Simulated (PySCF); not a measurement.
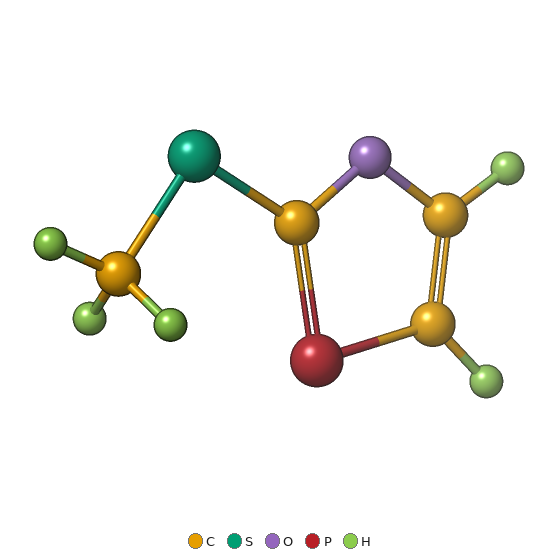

The picture shows a molecular structure as a ball-and-stick model.

The geometry was computed by an optimisation with GFN2-xTB. No frequency run is at hand to confirm it as a minimum.

Give the formula.

C4H5OPS, 12 atoms: 4 carbon, 5 hydrogen, 1 oxygen, 1 phosphorus and 1 sulfur.

Name functional groups in it.

Among them: thioether.

What is its SMILES?

CSc1occp1

Does it have rings?

Independent rings (smallest set): 1 of 5 members, 1 of them aromatic.

How many bonds of each kind are drawn?

5 C–H, 2 C–S, 2 C–O, 2 C–P, 1 C–C.

More results for the same structure follow; atom numbers are the same in all pictures, views and colours differ.

Symmetry

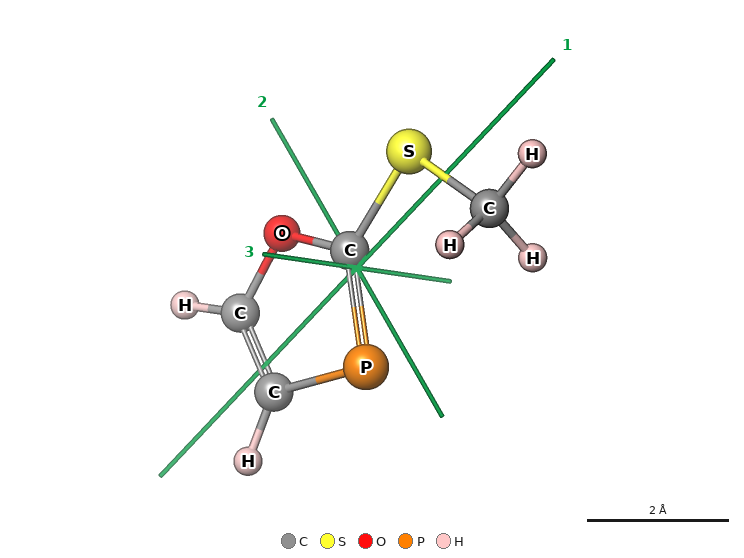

The three principal axes of inertia are drawn and numbered. Distant atoms are faded towards the background colour. No frequency run is at hand to confirm it as a minimum. Masses are those of the most abundant isotopes; constants are for the rigid equilibrium geometry.

Which line is the a axis (least moment of inertia), which b and which c?

a is line 1, b is line 2, c is line 3; the moments are 130, 346, 473 u Å².

What kind of rotor is it, and what are its rotational constants in MHz?

An asymmetric top (Cs): A = 3893, B = 1461, C = 1069 MHz. Ray's parameter κ is −0.72, nearer the prolate limit.

Ring current

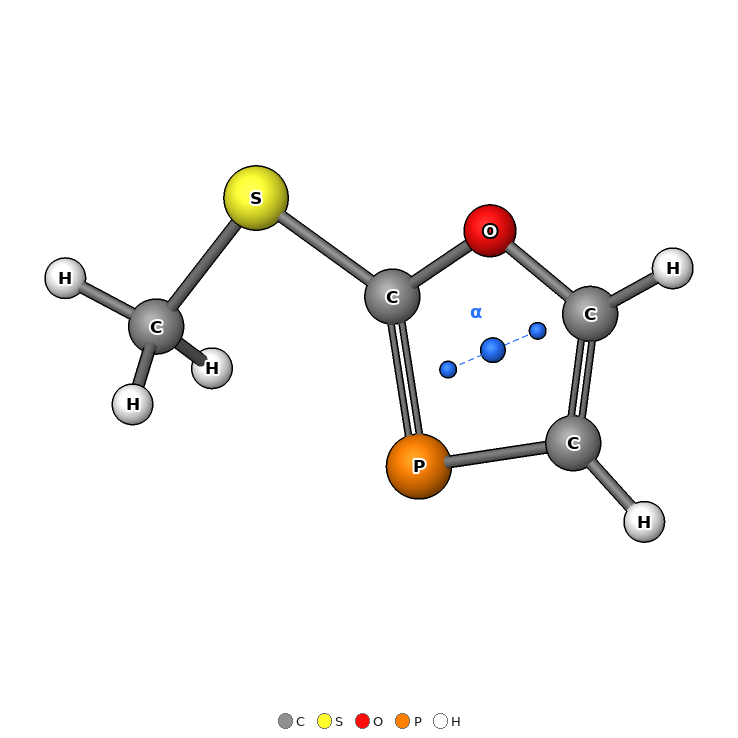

The small points mark where nucleus-independent chemical shifts (NICS) were computed: at the centre of each lettered ring and 1 Å above and below it. No frequency run is at hand to confirm it as a minimum. Method: GIAO PBE0/pcSseg-1 NMR shielding, non-relativistic, gas phase (PySCF 2.14.0).

Give NICS(0), NICS(1) and the out-of-plane component NICS(1)zz for each ring (means of the two sides).

```csv
ring,members,NICS(0),NICS(1),NICS(1)zz
α,C3OP,−11.1,−10.2,−23.8
```

Values in ppm.

What do the values say about the ring currents?

Ring α: diatropic, as in an aromatic ring. NICS is one index among several.

Excitation

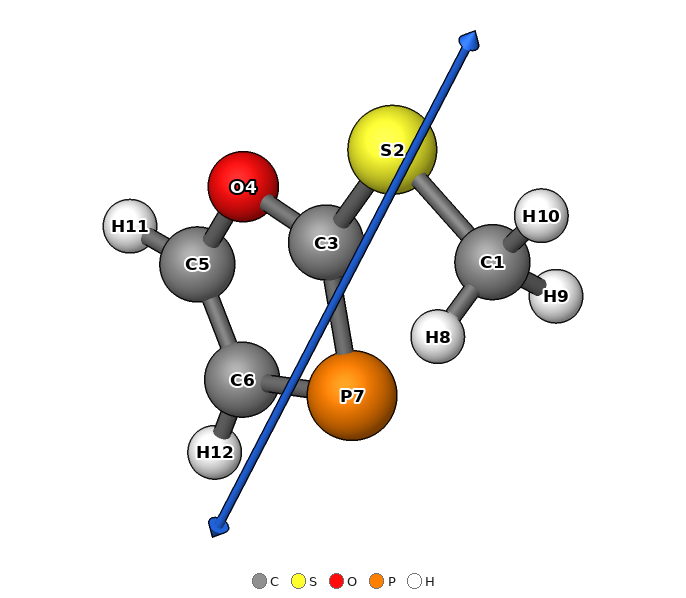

The double arrow shows the direction of the transition dipole to excited singlet state 1 (its length means nothing). No frequency run is at hand to confirm it as a minimum. Method: TDDFT PBE0/def2-SVPD, vertical, gas phase, core orbitals frozen in the response (PySCF 2.14.0).

How is the transition polarised?

Nearly parallel to the O4–C5 bond.

Where does the transition lie, and how strong is it?

4.57 eV (271 nm), oscillator strength 0.24, mainly HOMO → LUMO (weight 0.96); transition dipole 3.69 D.

Polarisability

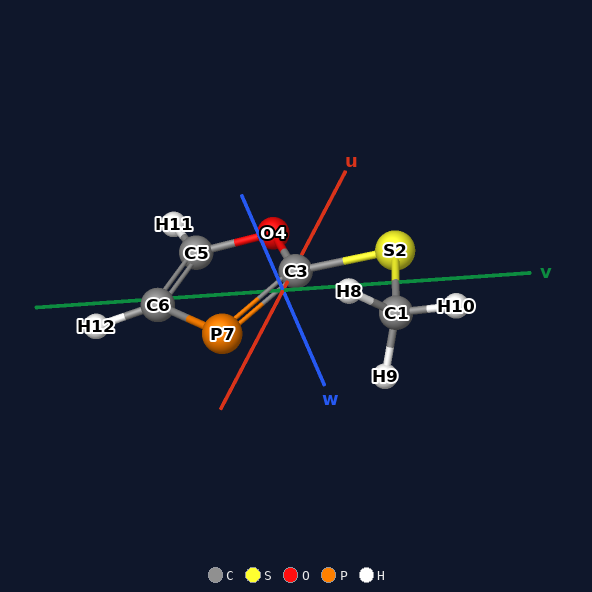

The lines u, v and w are the principal axes of the static dipole polarisability. No frequency run is at hand to confirm it as a minimum. Method: PBE0/def2-SVPD (PySCF 2.14.0).

Along which axis is the molecule most polarisable, and along which least?

Most along v, least along w.

Give the three principal values.

u 96.6, v 127.1, w 62.5 bohr³; mean 95.4, anisotropy 56.0 bohr³.

The geometry is semi-empirical. Around P such bond lengths and angles can be off by a tenth of an ångström or more and by several degrees, and values that hang on the shape move with them.
